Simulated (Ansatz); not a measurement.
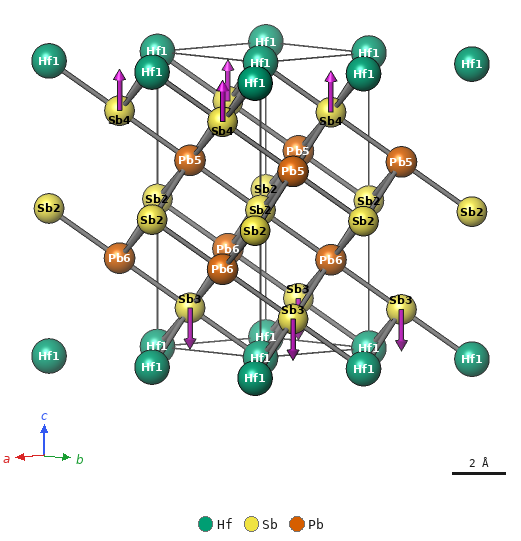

A relaxation of crystalline HfSb3Pb2 (a generated structure, set up in P-3m1) (coarse preliminary run). The starting structure is drawn; purple arrows show the displacements (the part carried along by the change of the cell is left out), 5 times their true length.

A ball-and-stick model of the cell of the calculation, repeated 2 × 2 × 1 with one cell outlined, seen from a free direction.

These are results of DFT PBE, scalar-relativistic, plane waves, PAW in Ansatz, not measurements.

Input file:
```yaml
crystal:
  lattice:
    - [4.6400347, 0.0, 0.0]
    - [-2.32001735, 4.01838792, 0.0]
    - [0.0, 0.0, 11.3657174]
  atoms:
    - { symbol: Hf, position: [0.0, 0.0, 0.0] }
    - { symbol: Sb, position: [0.0, 0.0, 0.5] }
    - { symbol: Sb, position: [0.33333333, 0.66666667, 0.16666667] }
    - { symbol: Sb, position: [0.66666667, 0.33333333, 0.83333333] }
    - { symbol: Pb, position: [0.33333333, 0.66666667, 0.66666667] }
    - { symbol: Pb, position: [0.66666667, 0.33333333, 0.33333333] }
basis:
  ecutwfc: 420
kpoints:
  mp_grid: { grid: [6, 6, 2] }
hamiltonian:
  xc: pbe
scf:
  occupations: { method: gaussian, width: 0.1 }
  lower_state_search: "off"
output:
  forces: true
  stress: true
  eigenvalues: true
relax:
  adjacent_minimum: "off"
  f_tol: 0.04
  max_steps: 70
  cell: { stress_tol: 0.4 }
```

Command:
```bash
ansatz run input.yaml --threads 1 --pin off --max-ram 2560MiB --backend cpu --events-out ev --progress --plain --runs-dir out
```

Question: What happened in the run?

Answer: The largest moves relative to the cell, 0.33 Å, are those of Sb3 and Sb4. Sb4 goes along +c. By element the largest moves are Sb 0.33 Å, Pb 0.01 Å. Hf stays in place. The volume changes by −12.6 %, with a = b 4.640 → 4.299 Å (−7.4 %), c 11.366 → 11.580 Å (+1.9 %). Among the contacts that change: Hf1–Sb3 3.281 → 2.955 Å, Sb2–Pb5 3.281 → 3.139 Å, Sb3–Pb6 3.281 → 3.359 Å. Among the angles between lasting bonds that change: Pb6–Sb3–Pb6 90.0° → 79.6°, Sb3–Pb6–Sb3 90.0° → 79.6°, Hf1–Sb3–Pb6 180.0° → 170.5°. The space group stays P-3m1 (No. 164). After 4 accepted moves (5 points after the start) the energy has fallen by 1.394 eV per cell of the calculation. The largest force component goes from 1.8 to 0.034 eV/Å. Pressure: −5.97 GPa at the start and −0.22 GPa at the end. At 1 point the geometry stayed and the basis and grid were re-selected for the new cell (energy shift of 3.6 meV per cell of the calculation at most each time).
